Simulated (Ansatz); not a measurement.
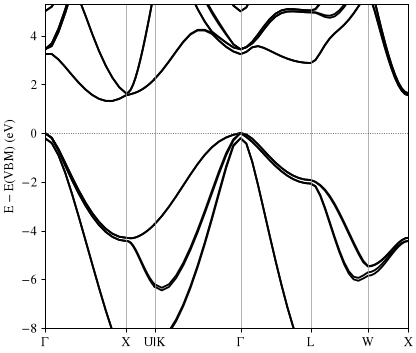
Figure. Band structure from r²SCAN with spin–orbit coupling in the plane-wave PAW code Ansatz

Read off the gap and where the band edges lie.

About 1.3 eV (1.31 eV by a search for the band edges); maximum at Γ, minimum on the Γ–X line, 79 % of the way from Γ.

The material is BAs (zinc blende, F-43m).

Symmetry was held in the r²SCAN relaxation; phonons on a q-mesh show no instability.

Potentials: the later of the program's two PAW sets.
